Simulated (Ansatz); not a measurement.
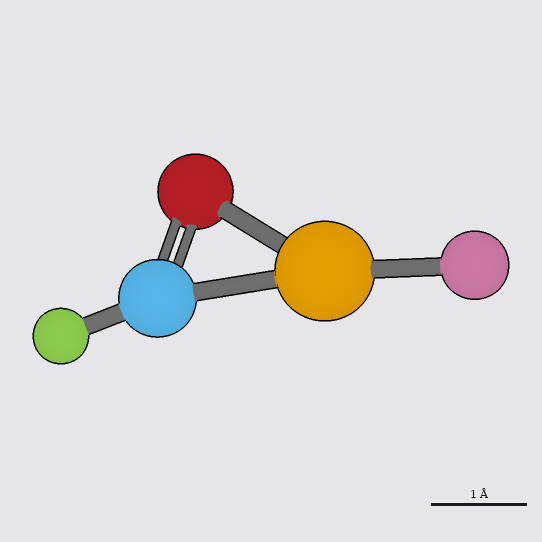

Rendered structure (ball-and-stick style). Double and triple bonds are drawn as two and three sticks. Colours: fluorine pink, aluminium orange, carbon blue, nitrogen red, hydrogen green.

The geometry was computed by an optimisation with PBE0-D4/def2-TZVP.

Describe the molecule.

Formula CHAlFN. As SMILES it reads `[F][Al]1[CH]=[N]1`. Among its groups: imine. This geometry has Cs symmetry. All atoms lie on one plane. Coordination, clear cases only: 1 Al T-shaped; 1 C T-shaped.

The parts below concern this one geometry. Atoms keep their numbers from picture to picture.

### Electronic properties

Level of theory: RKS ωB97X-V/def2-TZVPP (Ansatz 0.2.0).

Estimate the HOMO energy (Kohn–Sham orbital).

−8.19 eV.

Estimate the HOMO–LUMO gap.

8.37 eV.

What is the vertical ionisation energy?

8.20 eV.

### Vibrations

Harmonic vibrations computed with RKS PBE0-D4/def2-TZVP (Ansatz 0.2.0) at a stationary point of the same level.

List the wavenumbers.

9 modes: 172, 201, 616, 731, 810, 1006, 1186, 1451, 3017 cm⁻¹.

### Charges

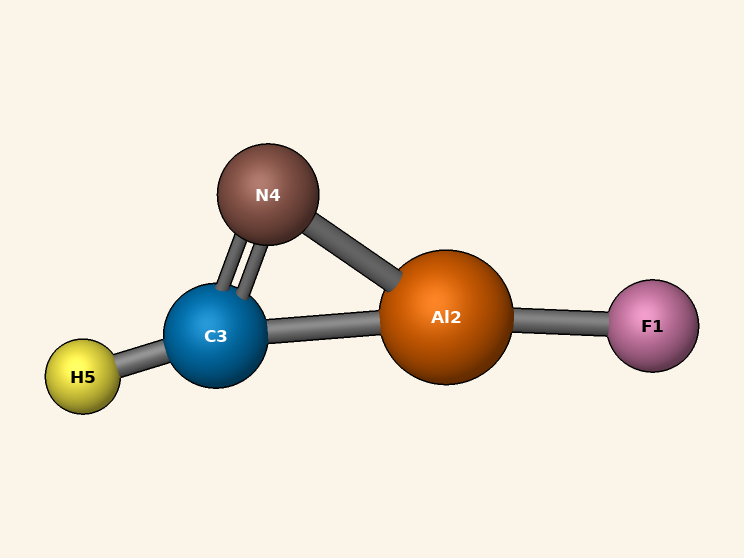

The questions are on Mulliken charges. Method: RKS B3LYP-D4/def2-TZVPP (Ansatz 0.2.0).

Which atom carries the highest charge (most positive or least negative)?

Al2 (0.50 e).

And the lowest?

N4 (−0.30 e).

Give the Mulliken charges atom by atom.

| atom | value (e) |
| --- | --- |
| F1 | −0.29 |
| Al2 | 0.50 |
| C3 | −0.03 |
| N4 | −0.30 |
| H5 | 0.11 |

### Thermal motion

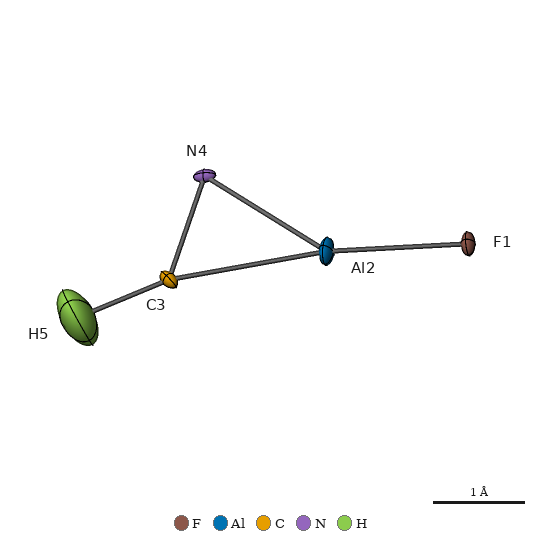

Displacement ellipsoids at the 50 % level, enlarged 1.5 times, from the internal vibrations of the free molecule (harmonic, no overall translation or rotation; no half-axis is drawn under 0.075 Å). Vibrations computed with RKS PBE0-D4/def2-TZVP (Ansatz 0.2.0). Temperature: 298 K.

Which atom moves most?

H5, with U_eq = 0.0185 Å².

Does H5 move more along its bond or across it?

Across it: the root-mean-square amplitude is 0.081 Å along the bond and up to 0.170 Å across, since bending and torsion are softer than stretching.

List U_eq and the three principal root-mean-square amplitudes for each kind of atom.

| atom | U_eq (Å²) | rms amplitudes (Å) |
| --- | --- | --- |
| F1 | 0.0023 | 0.031, 0.048, 0.061 |
| Al2 | 0.0030 | 0.020, 0.063, 0.068 |
| C3 | 0.0020 | 0.032, 0.045, 0.054 |
| N4 | 0.0013 | 0.014, 0.028, 0.054 |
| H5 | 0.0185 | 0.080, 0.142, 0.170 |

Mulliken values depend strongly on the basis set and can even reverse the polarity of a bond.
